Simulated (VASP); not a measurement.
# Lattice of Mn2CdSe2S across functionals, part 3 of 5

Wanted: equilibrium cells of Mn2CdSe2S at many levels, with their cost. The cell is invented: it takes the structure of a Materials Project entry for Mn2CdTe3 (space group 164 there), with some of its atoms replaced by other elements, volume scaled by an estimate. It may not be a known or stable phase.

VASP 6.6.1, plane waves and PAW; the level of theory is named at each step.

Still holding for the runs below: The magnetic state follows from one typed start and may not be the lowest. The k-mesh is coarse for a metal.

So far. Step 2 (Rough relaxation of the start cell): It ends with a largest force of 0.015 eV/Å and a pressure of 0.00 GPa. Step 3 (Second relaxation): It ends with a largest force of 0.019 eV/Å and a pressure of -0.05 GPa. The volume moved by under 0.01 %: the run met its threshold at the first step.

**4. Relaxation with PBE**

Level of this step: PBE, spin-polarised from a ferromagnetic start; plane waves and PAW (Cd, Se, Mn_pv, S); invented cell (VASP).

Properties are meant for the cell that this level of theory prefers, so cell and atoms are relaxed first (ISIF = 3) until forces and stress are small; EDIFFG sets the threshold.

Contents of INCAR:

```
SYSTEM = Mn2CdSe2S
PREC = Accurate
ENCUT = 520
EDIFF = 1E-06
NELM = 100
ISMEAR = -1
SIGMA = 0.05
LREAL = .FALSE.
ALGO = Normal
GGA = PE
NBANDS = 37
ISPIN = 2
MAGMOM = 0 0 0 4 4 0
LMAXMIX = 4
LORBIT = 11
LWAVE = .FALSE.
LCHARG = .FALSE.
KPAR = 2
IBRION = 2
NSW = 60
ISIF = 3
EDIFFG = -0.01
```

Contents of POSCAR:

```
Mn2CdSe2S
1.0
    3.7654379592      0.0000000000      0.0000000000
   -1.8827189796      3.2609648449      0.0000000000
    0.0000000000      0.0000000000      9.5199033389
Cd Se Mn S
1 2 2 1
Direct
    0.0000000000      0.0000000000      0.0000000000
    0.3333333300      0.6666666700      0.1945992017
    0.6666666700      0.3333333300      0.8054007983
    0.3333333300      0.6666666700      0.6433367572
    0.6666666700      0.3333333300      0.3566632428
    0.0000000000      0.0000000000      0.5000000000
```

Contents of KPOINTS:

```
Automatic mesh
0
Gamma
7 7 3
0 0 0
```

PAW data sets: Cd, Se, Mn_pv and S (PBE family, release 64).

Command:

```
$ mpirun -np 2 vasp_std
```

Log:

```text
[... set-up lines as in an earlier step ...]
 entering main loop
       N       E                     dE             d eps       ncg     rms          rms(c)
DAV:   1     0.546388243367E+03    0.54639E+03   -0.29579E+04  3160   0.155E+03
DAV:   2     0.111046130685E+02   -0.53528E+03   -0.51368E+03  3026   0.425E+02
DAV:   3    -0.334500996242E+02   -0.44555E+02   -0.42732E+02  3561   0.121E+02
DAV:   4    -0.348945696810E+02   -0.14445E+01   -0.14320E+01  3309   0.199E+01
DAV:   5    -0.349180484529E+02   -0.23479E-01   -0.23465E-01  3454   0.293E+00    0.167E+01
DAV:   6    -0.334891999683E+02    0.14288E+01   -0.25056E+01  3607   0.408E+01    0.179E+01
DAV:   7    -0.322496339600E+02    0.12396E+01   -0.59751E+00  3465   0.263E+01    0.914E+00
DAV:   8    -0.322989918273E+02   -0.49358E-01   -0.60857E-01  3477   0.433E+00    0.549E+00
DAV:   9    -0.322637716312E+02    0.35220E-01   -0.19356E-01  3557   0.341E+00    0.166E+00
DAV:  10    -0.322936792222E+02   -0.29908E-01   -0.94820E-02  3319   0.225E+00    0.316E-01
DAV:  11    -0.322936642690E+02    0.14953E-04   -0.72497E-03  3349   0.376E-01    0.215E-01
DAV:  12    -0.322937139777E+02   -0.49709E-04   -0.37169E-04  3341   0.134E-01    0.137E-01
DAV:  13    -0.322937694850E+02   -0.55507E-04   -0.74309E-05  3359   0.547E-02    0.764E-02
DAV:  14    -0.322937817714E+02   -0.12286E-04   -0.22856E-05  3235   0.383E-02    0.174E-02
DAV:  15    -0.322937847321E+02   -0.29607E-05   -0.53300E-06  3287   0.142E-02    0.484E-03
DAV:  16    -0.322937844952E+02    0.23686E-06   -0.79556E-07  1805   0.544E-03
   1 F= -.32293784E+02 E0= -.32280725E+02  d E =-.322938E+02  mag=     8.9970
 curvature:   0.00 expect dE= 0.000E+00 dE for cont linesearch  0.000E+00
 trial: gam= 0.00000 g(F)=  0.800E-03 g(S)=  0.782E-02 ort = 0.000E+00 (trialstep = 0.100E+01)
 search vector abs. value=  0.862E-02
 bond charge predicted
       N       E                     dE             d eps       ncg     rms          rms(c)
DAV:   1    -0.324313270992E+02   -0.13754E+00   -0.25354E+00  2985   0.172E+01    0.356E+00
DAV:   2    -0.323310434699E+02    0.10028E+00   -0.68635E-01  3176   0.974E+00    0.322E+00
DAV:   3    -0.323048511200E+02    0.26192E-01   -0.62600E-02  3151   0.302E+00    0.627E-01
DAV:   4    -0.323003089057E+02    0.45422E-02   -0.22219E-02  3634   0.919E-01    0.512E-01
DAV:   5    -0.322995271108E+02    0.78179E-03   -0.71242E-03  3264   0.748E-01    0.336E-01
DAV:   6    -0.322992726471E+02    0.25446E-03   -0.57946E-04  3358   0.178E-01    0.143E-01
DAV:   7    -0.322992322764E+02    0.40371E-04   -0.13117E-04  3432   0.722E-02    0.385E-02
DAV:   8    -0.322992350280E+02   -0.27516E-05   -0.10992E-05  3315   0.211E-02    0.114E-02
DAV:   9    -0.322992357250E+02   -0.69705E-06   -0.79733E-07  1928   0.609E-03
   2 F= -.32299236E+02 E0= -.32286086E+02  d E =-.545123E-02  mag=     9.1266
[... from here on, the cycles between the ionic steps are left out ...]
   3 F= -.32299638E+02 E0= -.32286596E+02  d E =-.585304E-02  mag=     9.1883
   4 F= -.32299674E+02 E0= -.32286607E+02  d E =-.589000E-02  mag=     9.1776
   5 F= -.32301964E+02 E0= -.32289020E+02  d E =-.228927E-02  mag=     9.2214
   6 F= -.32305807E+02 E0= -.32293202E+02  d E =-.613231E-02  mag=     9.3363
   7 F= -.32303305E+02 E0= -.32291613E+02  d E =-.363015E-02  mag=     9.5510
   8 F= -.32306459E+02 E0= -.32294063E+02  d E =-.678491E-02  mag=     9.4054
   9 F= -.32307147E+02 E0= -.32294766E+02  d E =-.687345E-03  mag=     9.3977
  10 F= -.32307148E+02 E0= -.32294771E+02  d E =-.688676E-03  mag=     9.3964
  11 F= -.32307151E+02 E0= -.32294774E+02  d E =-.691615E-03  mag=     9.3969
  12 F= -.32307150E+02 E0= -.32294773E+02  d E =-.691077E-03  mag=     9.3974
  13 F= -.32307148E+02 E0= -.32294900E+02  d E =0.214665E-05  mag=     9.4228
 trial-energy change:    0.000002  1 .order   -0.000028   -0.000401    0.000345
 step:   0.9844(harm=  1.1080)  dis= 0.00160  next Energy=   -32.307243 (dE=-0.924E-04)
 bond charge predicted
       N       E                     dE             d eps       ncg     rms          rms(c)
DAV:   1    -0.323094353599E+02   -0.22873E-02   -0.53123E-02  3053   0.238E+00    0.473E-01
DAV:   2    -0.323076047320E+02    0.18306E-02   -0.11538E-02  3128   0.122E+00    0.402E-01
DAV:   3    -0.323073206339E+02    0.28410E-03   -0.87323E-04  3138   0.352E-01    0.871E-02
DAV:   4    -0.323072558549E+02    0.64779E-04   -0.34977E-04  3561   0.107E-01    0.658E-02
DAV:   5    -0.323072456827E+02    0.10172E-04   -0.10288E-04  3265   0.914E-02    0.473E-02
DAV:   6    -0.323072410039E+02    0.46787E-05   -0.11735E-05  3289   0.330E-02    0.182E-02
DAV:   7    -0.323072406278E+02    0.37618E-06   -0.32237E-06  2623   0.129E-02
  14 F= -.32307241E+02 E0= -.32294923E+02  d E =-.901436E-04  mag=     9.4096
 curvature:  -0.77 expect dE=-0.139E-05 dE for cont linesearch -0.119E-06
 trial: gam= 0.04691 g(F)=  0.103E-05 g(S)=  0.781E-06 ort =-0.651E-05 (trialstep = 0.185E+01)
 search vector abs. value=  0.180E-05
 reached required accuracy - stopping structural energy minimisation
```

Wall time 12 min (2 MPI ranks of AMD EPYC 7R43, shared host); peak memory 0.67 GiB.

OUTCAR, selected parts (step 4):

```text
The static configuration has the point symmetry D_3d.

 Found     20 irreducible k-points:

   k-points           NKPTS =     20   k-points in BZ     NKDIM =     20   number of bands    NBANDS=     37

   dimension x,y,z NGX =    28 NGY =   28 NGZ =   72
   dimension x,y,z NGXF=    56 NGYF=   56 NGZF=  144

   ENCUT  =  520.0 eV  38.22 Ry    6.18 a.u.   7.00  7.00 17.70*2*pi/ulx,y,z

   NELECT =      56.0000    total number of electrons

 E-fermi :   5.1653

 spin component 1
 k-point     1 :       0.0000    0.0000    0.0000
  band No.  band energies     occupation
    ...
     27       3.4828      1.00000
     28       3.6675      1.00000
     29       3.6675      1.00000
     30       4.8417      0.99845
     31       4.8417      0.99845
     32       5.2526      0.14847
     33       5.2526      0.14847
     34       5.7213      0.00001
     35       7.9593      0.00000
     36       8.4560      0.00000
    ...

 k-point     2 :       0.1429    0.0000    0.0000
  band No.  band energies     occupation
    ...
     28       3.6440      1.00000
     29       3.6791      1.00000
     30       3.9174      1.00000
     31       4.3439      1.00000
     32       4.5805      0.99999
     33       5.3505      0.02401
     34       6.8736      0.00000
     35       8.6664      0.00000
     36       9.2081      0.00000
     37       9.9043      0.00000

 k-point     3 :       0.2857    0.0000    0.0000
  band No.  band energies     occupation
    ...
     29       3.1689      1.00000
     30       3.5103      1.00000
     31       4.1727      1.00000
     32       4.5234      1.00000
     33       5.1373      0.63604
     34       6.5961      0.00000
     35       8.3244      0.00000
     36       8.8859      0.00000
     37      10.2341      0.00000

 k-point     4 :       0.4286    0.0000    0.0000
  band No.  band energies     occupation
    ...
     29       2.6408      1.00000
     30       3.7047      1.00000
     31       4.2288      1.00000
     32       4.5071      1.00000
     33       4.8862      0.99625
     34       5.1833      0.41053
     35       8.2399      0.00000
     36       8.6132      0.00000
     37       9.0926      0.00000

  Total       -0.0064585     -0.0064585      0.0037080     -0.0000000      0.0000000      0.0000000
  in kB       -0.0862359     -0.0862359      0.0495108     -0.0000000      0.0000000      0.0000000
  external PRESSURE =      -0.0409870 kB  Pullay stress =       0.0000000 kB

  energy-cutoff  :      520.00
  volume of cell :      119.99
      direct lattice vectors                 reciprocal lattice vectors
     3.812975038  0.000000000  0.000000000     0.262262404  0.151417274  0.000000000
    -1.906487519  3.302133160 -0.000000000     0.000000000  0.302834547  0.000000000
     0.000000000 -0.000000000  9.530019630     0.000000000  0.000000000  0.104931578

 POSITION                                       TOTAL-FORCE (eV/Angst)
 -----------------------------------------------------------------------------------
      0.00000      0.00000      0.00000         0.000000      0.000000      0.000000
     -0.00000      2.20142      1.81063        -0.000000     -0.000000      0.001122
      1.90649      1.10071      7.71939        -0.000000      0.000000     -0.001122
     -0.00000      2.20142      6.16951         0.000000     -0.000000      0.003067
      1.90649      1.10071      3.36051        -0.000000      0.000000     -0.003067
      0.00000     -0.00000      4.76501         0.000000      0.000000      0.000000
 -----------------------------------------------------------------------------------
    total drift:                                0.000000      0.000000      0.000000

  FREE ENERGIE OF THE ION-ELECTRON SYSTEM (eV)
  ---------------------------------------------------
  free  energy   TOTEN  =       -32.3072406278 eV

  energy  without entropy=      -32.2826049005  energy(sigma->0) =      -32.29492276

 total charge
# of ion       s       p       d       tot
------------------------------------------
    1        0.420   0.239   9.569  10.228
    2        1.457   2.375   0.028   3.860
    3        1.457   2.375   0.028   3.860
    4        0.220   6.162   4.937  11.319
    5        0.220   6.162   4.937  11.319
    6        1.328   2.390   0.000   3.718
--------------------------------------------------
tot          5.102  19.703  19.500  44.304

 magnetization (x)
# of ion       s       p       d       tot
------------------------------------------
    1        0.032   0.024   0.001   0.057
    2        0.015   0.036   0.009   0.060
    3        0.015   0.036   0.009   0.060
    4        0.044   0.034   4.119   4.197
    5        0.044   0.034   4.119   4.197
    6        0.024   0.070   0.000   0.094
--------------------------------------------------
tot          0.175   0.233   8.256   8.665

[... 4 parts as in an earlier step ...]

[... 10 further parts left out ...]
```

CONTCAR:

```
Mn2CdSe2S
   1.00000000000000
     3.8129750379741170    0.0000000000000000    0.0000000000000000
    -1.9064875189870585    3.3021331595614742   -0.0000000000000000
     0.0000000000000000   -0.0000000000000000    9.5300196295567137
  Cd              Se              Mn              S
     1     2     2     1
Direct
     0.0000000000000000    0.0000000000000000    0.0000000000000000
     0.3333333300000021    0.6666666699999979    0.1899926254060000
     0.6666666699999979    0.3333333300000021    0.8100073745939999
     0.3333333300000021    0.6666666699999979    0.6473763706433784
     0.6666666699999979    0.3333333300000021    0.3526236293566216
     0.0000000000000000    0.0000000000000000    0.5000000000000000
```

The steps of the relaxation:

```
step  energy less that of the first step (eV)  largest force (eV/Å)  pressure (GPa)  volume (Å³)
   1                                   0.0000                0.0651            0.78       116.89
   2                                  -0.0055                0.0919            0.13       118.50
   3                                  -0.0059                0.1056           -0.19       119.29
   4                                  -0.0059                0.1032           -0.15       119.15
   5                                  -0.0082                0.0829           -0.13       119.33
   6                                  -0.0120                0.0688           -0.07       119.80
   7                                  -0.0095                0.1004            0.02       120.75
   8                                  -0.0127                0.0580           -0.08       120.10
   9                                  -0.0134                0.0103            0.05       119.81
  10                                  -0.0134                0.0082            0.10       119.76
  11                                  -0.0134                0.0089            0.12       119.78
  12                                  -0.0134                0.0096            0.11       119.80
  13                                  -0.0134                0.0152           -0.08       120.21
  14                                  -0.0135                0.0031            0.00       119.99
```

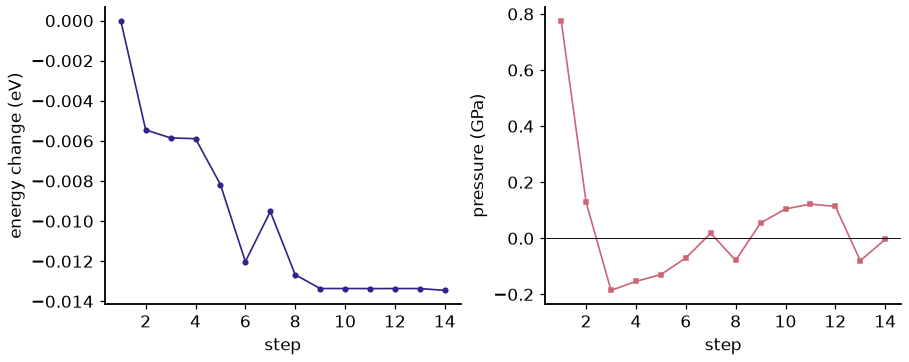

Energy and pressure along the relaxation.

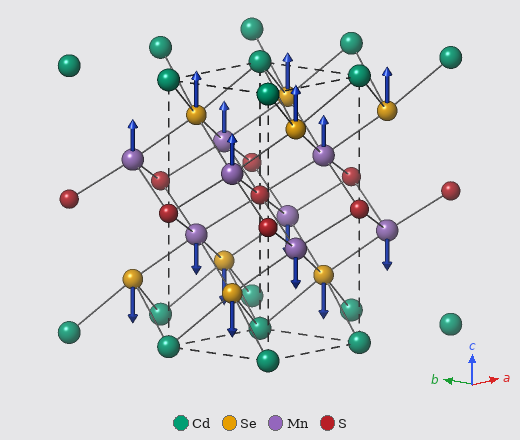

Displacements in the relaxation, exaggerated, measured against the changing cell; the longest in the cell stands for 0.04 Å. Bonds to atoms that aren't drawn are left out. 2×2×1 cells are drawn. Some periodic images of atoms are drawn too.

```
conventional cell, symmetrised  before  after  change
                         a (Å)   3.765  3.813  +1.3 %
                         b (Å)   3.765  3.813  +1.3 %
                         c (Å)   9.520  9.530  +0.1 %
              volume (Å³/atom)   19.48  20.00  +2.6 %
```

The atoms that moved most (Å, as changes of fractional coordinates times the final cell):

```
atom     dx     dy      dz  length
 Se2  0.000  0.000  -0.044   0.044
 Se3  0.000  0.000   0.044   0.044
 Mn4  0.000  0.000   0.038   0.038
 Mn5  0.000  0.000  -0.038   0.038
```

The relaxed structure:

```
Cd Se Mn S
1.0
     3.81298    0.00000    0.00000
    -1.90649    3.30213    0.00000
     0.00000    0.00000    9.53002
Cd Se Mn S
1 2 2 1
Direct
  0.00000 0.00000 0.00000
  0.33333 0.66667 0.18999
  0.66667 0.33333 0.81001
  0.33333 0.66667 0.64738
  0.66667 0.33333 0.35262
  0.00000 0.00000 0.50000
```

This step gave:

* irreducible k-points: 20
* free energy (TOTEN): -32.31 eV
* Fermi energy: 5.165 eV
* pressure: -0.004099 GPa
* moment of the cell, from the last line of the log: 9.410 μB
* SCF cycles over all ionic steps: 111

Spin moment in the PAW sphere by atom:

```
atom  spin moment in the PAW sphere (μB)
 Cd1                                0.06
 Se2                                0.06
 Se3                                0.06
 Mn4                                4.20
 Mn5                                4.20
  S6                                0.09
```

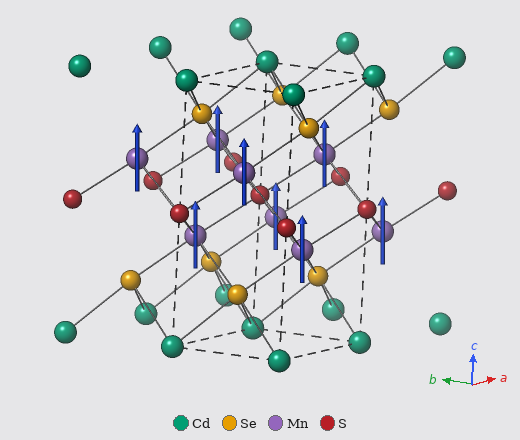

Spin moment in the PAW sphere as arrows, the longest 4.20 μB. Up and down stand for the sign. Arrows give size and sign along the axis of quantisation, drawn up and down the page. Bonds to atoms that aren't drawn are left out. 2×2×1 cells are drawn. Some periodic images of atoms are drawn too.

It ends with a largest force of 0.003 eV/Å and a pressure of 0.00 GPa. The conventional cell has a = 3.813 and c = 9.530 Å. The largest moment is 4.20 μB.

(Continued in part 4 of 5.)

[Lines on the potential files, build, host, timing and source positions are cut from VASP's logs without a mark.]

[Logs are printed without paths, hosts, clocks, repeated set-up lines and the standing remarks that a program may print on its own settings, such as how far it seeks lower states.]

[Hosts, paths, dates, database ids (printed as entryN), source tags and the programs' standing remarks are cut or masked in the printed files.]

[A measured line is paired with the nearest computed mode of its activity, which favours agreement.]
